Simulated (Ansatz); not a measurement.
# N2H3 (hydrazinyl radical), step by step

We compute a series of 20 runs (UHF/STO-3G, UHF/3-21G, UHF/6-31G*, UB3LYP/6-31G*, UPBE/def2-SVP, UMP2/6-31G*, UCCSD/cc-pVDZ) of H3N2. 

The results are computed with Ansatz 0.2.0.

## Step 1: Starting point

The species is N2H3 (5 atoms), meant as a doublet with charge 0. As SMILES, `[NH]N`. The coordinates come from a PBE0-D4/def2-TZVP relaxation. This is one conformer, not always the lowest. The run starts from this shape.

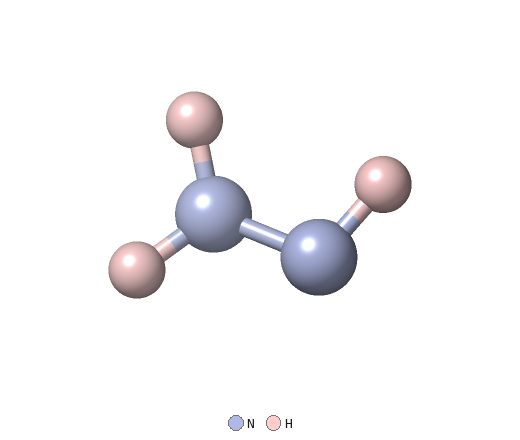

The structure, seen from a chosen angle (nitrogen light blue, hydrogen pink).

## Step 2: A geometry optimisation at UHF/STO-3G (paw set gaussian, start density atoms) (run 1)

File run.yaml:

```yaml
crystal:
  periodic: [false, false, false]
  atoms:
    - {symbol: N, position_ang: [-0.187600, -0.818050, 0.454040]}
    - {symbol: N, position_ang: [-0.128660, 0.235610, -0.368450]}
    - {symbol: H, position_ang: [0.759840, -0.951450, 0.811270]}
    - {symbol: H, position_ang: [-1.030950, 0.592300, -0.640030]}
    - {symbol: H, position_ang: [0.587360, 0.941580, -0.256830]}
basis:
  gaussian:
    orbitals: STO-3G
magnetization:
  spin_polarized: true
  initial_magnetization: 1
hamiltonian:
  xc: hf
relax:
  f_tol: 0.002
output:
  orbitals: {seedname: orbitals}
```

Run with:

```bash
$ ansatz run run.yaml --threads 1 --pin off --max-ram 3480MiB --events-out events.jsonl --progress --plain --runs-dir runs
```

Standard output:

```text
Warning: RAYON_NUM_THREADS=1 ignored (pool sized by the plan → 1); use --threads N
The last accepted step is kept in runs//last_step.txt (removed where the run ends without a failure and the disk answers)
[... 62 lines left out ...]
Total energy: -2970.30344631 eV, -109.1566383079 hartree
[... 5 lines left out ...]
Dipole moment:     0.179643     0.340093     0.121973 e Å
```

Wall time 1.6 s (1 thread of Arm Neoverse V1, shared host).

Steps, from the record of the run:

```csv
step,energy from the first frame kept (eV),largest force (eV/Å)
1,0.0000,4.3241
2,-0.2261,1.4862
3,-0.3147,0.9682
4,-0.3279,0.2956
5,-0.3308,0.0794
6,-0.3309,0.0657
7,-0.3310,0.0082
8,-0.3310,0.0010
```

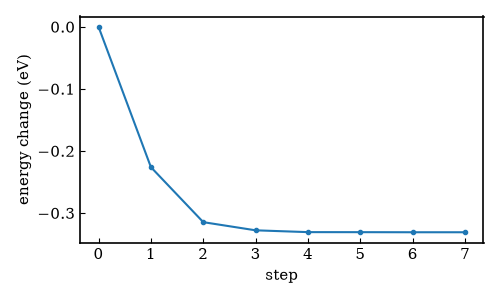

Energy along the run.

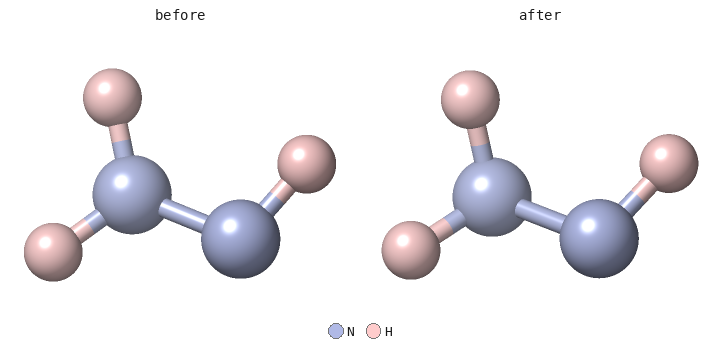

Before and after, at one scale.

After the run. Bond lengths: N1–N2 1.439 Å, N1–H3 1.061 Å, N2–H4 1.035 Å, N2–H5 1.037 Å. Angles: N1–N2–H4 106.7°, N1–N2–H5 110.0°, N2–N1–H3 101.8°, H4–N2–H5 106.3°.

## Step 3: The harmonic vibrations at UHF/STO-3G (paw set gaussian, start density atoms) (run 2)

File molecule.yaml:

```yaml
basis:
  gaussian: {orbitals: STO-3G}
crystal:
  periodic: [false, false, false]
  atoms:
    - {symbol: "N", position_ang: [-0.219334, -0.791390, 0.537752]}
    - {symbol: "N", position_ang: [-0.090112, 0.193054, -0.503671]}
    - {symbol: H, position_ang: [0.794970, -0.977661, 0.788356]}
    - {symbol: H, position_ang: [-1.024659, 0.619034, -0.628727]}
    - {symbol: H, position_ang: [0.539125, 0.956953, -0.193710]}
magnetization: {spin_polarized: true, initial_magnetization: 1}
hamiltonian: {xc: hf}
phonons: {temperatures: {t_min: 298.15, t_max: 298.15, t_step: 1}}
```

Run with:

```bash
$ ansatz run molecule.yaml --threads 1 --pin off --max-ram 3480MiB --events-out events.jsonl --progress --plain --runs-dir runs
```

Standard output:

```text
Warning: RAYON_NUM_THREADS=1 ignored (pool sized by the plan → 1); use --threads N
[... 169 lines left out ...]
Total energy: -2970.30345169 eV, -109.1566385057 hartree
[... 5 lines left out ...]
Dipole moment:     0.179644     0.340094     0.121973 e Å
Vibrations: 557.71 1012.08 1304.71 1325.03 1707.47 1983.26 3778.28 3870.21 4075.62 cm⁻¹, zero-point energy 1.215936 eV
```

Run time: 2.1 s. Hardware: 1 thread of Arm Neoverse V1, shared host.

Runs 3 to 9 aren't shown in full; the table further down has their settings and results.

## Step 4: The harmonic vibrations at UHF/6-31G(d) (Cartesian functions, paw set gaussian, start density atoms) (run 10)

File run.yaml:

```yaml
crystal:
  periodic: [false, false, false]
  atoms:
    - {symbol: N, position_ang: [-0.187159, -0.797127, 0.470621]}
    - {symbol: N, position_ang: [-0.111323, 0.216950, -0.423285]}
    - {symbol: H, position_ang: [0.753268, -0.949615, 0.802287]}
    - {symbol: H, position_ang: [-1.014459, 0.594694, -0.615410]}
    - {symbol: H, position_ang: [0.559664, 0.935089, -0.234213]}
basis:
  gaussian:
    orbitals: "6-31G*"
total_charge: 0
magnetization:
  spin_polarized: true
  initial_magnetization: 1
hamiltonian:
  xc: hf
phonons:
  temperatures:
    t_min: 298.15
    t_max: 298.15
    t_step: 1
```

Run with:

```bash
$ ansatz run run.yaml --threads 1 --pin off --max-ram 3480MiB --events-out events.jsonl --progress --plain --runs-dir runs
```

Standard output:

```text
Warning: RAYON_NUM_THREADS=1 ignored (pool sized by the plan → 1); use --threads N
[... 169 lines left out ...]
Total energy: -3008.77074696 eV, -110.5702855329 hartree
[... 5 lines left out ...]
Dipole moment:     0.248029     0.443392     0.048037 e Å
Vibrations: 674.81 830.60 1264.31 1297.78 1623.57 1847.62 3673.35 3739.44 3869.60 cm⁻¹, zero-point energy 1.166758 eV
```

It took 5.7 s on 1 thread of Arm Neoverse V1, shared host.

Runs 11 to 19 aren't shown in full; the table further down has their settings and results.

## Step 5: The harmonic vibrations at UCCSD/cc-pVDZ (paw set gaussian, start density atoms) (run 20)

File job.yaml:

```yaml
crystal:
  periodic: [false, false, false]
  atoms:
    - symbol: "N"
      position_ang: [-0.201199, -0.815802, 0.470937]
    - symbol: "N"
      position_ang: [-0.112139, 0.210780, -0.423127]
    - symbol: H
      position_ang: [0.768197, -0.944701, 0.809178]
    - symbol: H
      position_ang: [-1.030138, 0.605263, -0.622382]
    - symbol: H
      position_ang: [0.575269, 0.944450, -0.234606]
basis:
  gaussian:
    orbitals: cc-pVDZ
correlation:
  method: ccsd
magnetization:
  spin_polarized: true
  initial_magnetization: 1
accuracy: high
scf:
  omitted_lower_state_checks: [cluster_reference]
phonons:
  temperatures:
    t_min: 298.15
    t_max: 298.15
    t_step: 1
```

Run with:

```bash
$ ansatz run job.yaml --threads 1 --pin off --max-ram 3480MiB --events-out events.jsonl --progress --plain --runs-dir runs
```

Standard output:

```text
Warning: RAYON_NUM_THREADS=1 ignored (pool sized by the plan → 1); use --threads N
[... 76 lines left out ...]
2 core orbitals not correlated: weight in the atoms' cores, before any rotation towards them, 1.000 or more for the frozen orbitals, at most 0.000 for the correlated occupied ones
[... 320 lines left out ...]
2 core orbitals not correlated: weight in the atoms' cores, before any rotation towards them, 1.000 or more for the frozen orbitals, at most 0.000 for the correlated occupied ones
[... 321 lines left out ...]
2 core orbitals not correlated: weight in the atoms' cores, before any rotation towards them, 1.000 or more for the frozen orbitals, at most 0.000 for the correlated occupied ones
[... 291 lines left out ...]
Dipole moment:     0.222314     0.452386    -0.017758 e Å
[... 1 line left out ...]
Checks for a lower state left out: cluster_reference
```

It took 5.4 min on 1 thread of Arm Neoverse V1, shared host; peak memory 0.24 GiB.

## Step 6: The series

```
run                                                                       level         task  walk f tol  partner  energy (Eh)  dipole moment (D)   ⟨S²⟩  wall time
  1                          UHF/STO-3G (paw set gaussian, start density atoms)     optimise       0.002     base  -109.156638               1.94  0.758      1.6 s
  2                          UHF/STO-3G (paw set gaussian, start density atoms)  frequencies           –     base  -109.156639               1.94  0.758      2.1 s
  3                          UHF/STO-3G (paw set gaussian, start density atoms)       energy           –   cation  -108.895041                  –  0.784      0.1 s
  4                          UHF/STO-3G (paw set gaussian, start density atoms)     optimise           –   cation  -108.929445                  –  0.580      1.5 s
  5                           UHF/3-21G (paw set gaussian, start density atoms)     optimise       0.002     base  -109.949188               2.49  0.758      1.4 s
  6                           UHF/3-21G (paw set gaussian, start density atoms)  frequencies           –     base  -109.949188               2.49  0.758      2.9 s
  7                           UHF/3-21G (paw set gaussian, start density atoms)       energy           –   cation  -109.656000                  –  0.630     0.16 s
  8                           UHF/3-21G (paw set gaussian, start density atoms)     optimise           –   cation  -109.678414                  –      –      2.8 s
  9     UHF/6-31G* (Cartesian functions, paw set gaussian, start density atoms)     optimise       0.002     base  -110.570286               2.45  0.761      1.9 s
 10     UHF/6-31G* (Cartesian functions, paw set gaussian, start density atoms)  frequencies           –     base  -110.570286               2.45  0.761      5.7 s
 11     UHF/6-31G* (Cartesian functions, paw set gaussian, start density atoms)       energy           –   cation  -110.270433                  –  0.533     0.28 s
 12     UHF/6-31G* (Cartesian functions, paw set gaussian, start density atoms)     optimise           –   cation  -110.305943                  –      –      4.2 s
 13  UB3LYP/6-31G* (Cartesian functions, paw set gaussian, start density atoms)     optimise       0.002     base  -111.223405               2.62  0.753      6.3 s
 14  UB3LYP/6-31G* (Cartesian functions, paw set gaussian, start density atoms)  frequencies           –     base  -111.223405               2.62  0.753       19 s
 15                       UPBE/def2-SVP (paw set gaussian, start density atoms)     optimise       0.002     base  -111.012222               2.63  0.752      6.6 s
 16                       UPBE/def2-SVP (paw set gaussian, start density atoms)  frequencies           –     base  -111.012222               2.63  0.752       19 s
 17    UMP2/6-31G* (Cartesian functions, paw set gaussian, start density atoms)     optimise       0.002     base  -110.872214               2.73  0.762      2.8 s
 18    UMP2/6-31G* (Cartesian functions, paw set gaussian, start density atoms)  frequencies           –     base  -110.872214               2.73  0.762       11 s
 19                       UCCSD/cc-pVDZ (paw set gaussian, start density atoms)     optimise       0.002     base  -110.929713               2.42  0.761       65 s
 20                       UCCSD/cc-pVDZ (paw set gaussian, start density atoms)  frequencies           –     base  -110.929713               2.42  0.761    5.4 min
```

## Step 7: Results

| quantity | value |
| --- | --- |
| run 20, UCCSD/cc-pVDZ: total energy | -110.92971 Eh |
| run 20, UCCSD/cc-pVDZ: dipole moment (correlated density) | 2.42 D |
| run 20, UCCSD/cc-pVDZ: correlation energy (2 core orbitals frozen) | -344.4 mEh |
| run 20, UCCSD/cc-pVDZ: ⟨S²⟩ of the reference determinant | 0.761 |
| run 20, UCCSD/cc-pVDZ: T1 diagnostic | 0.021 |
| run 20, UCCSD/cc-pVDZ: largest force on an atom | 0.002 eV/Å |
| run 20, UCCSD/cc-pVDZ: lowest harmonic wavenumber | 674 cm⁻¹ |
| run 20, UCCSD/cc-pVDZ: highest harmonic wavenumber | 3635 cm⁻¹ |
| run 20, UCCSD/cc-pVDZ: zero-point energy | 104.9 kJ/mol |
| vertical ionisation energy (to the singlet cation), UHF/STO-3G | 7.118 eV |
| vertical ionisation energy (to the singlet cation), UHF/3-21G | 7.978 eV |
| vertical ionisation energy (to the singlet cation), UHF/6-31G* | 8.159 eV |
| adiabatic ionisation energy (to the singlet cation, no zero-point term), UHF/STO-3G | 6.182 eV |
| adiabatic ionisation energy (to the singlet cation, no zero-point term), UHF/3-21G | 7.368 eV |
| adiabatic ionisation energy (to the singlet cation, no zero-point term), UHF/6-31G* | 7.193 eV |

At UHF/STO-3G: removing an electron at fixed nuclei costs 7.12 eV (164 kcal/mol). Only the singlet of the ionised species was computed; a triplet could lie lower. Its partner is spin-contaminated (⟨S²⟩ = 0.78 against 0.00), so the difference is in doubt. In a minimal basis such a difference can be off by several eV, whatever the method. At UHF/3-21G: the vertical ionisation energy comes to 7.98 eV (184 kcal/mol). Its partner is spin-contaminated (⟨S²⟩ = 0.63 against 0.00), so the difference is in doubt. Totals of different functionals can't be ranked against each other. In runs 1, 2, 3, 4 the basis is minimal, so the values are rough. Spin contamination of the reference: run 3 ⟨S²⟩ = 0.78, run 7 ⟨S²⟩ = 0.63, run 4 ⟨S²⟩ = 0.58, run 11 ⟨S²⟩ = 0.53. Where it is this large, the reference is a mixture of spin states, and values that rest on it are in doubt. All runs together took 8 min, the longest 5.4 min.
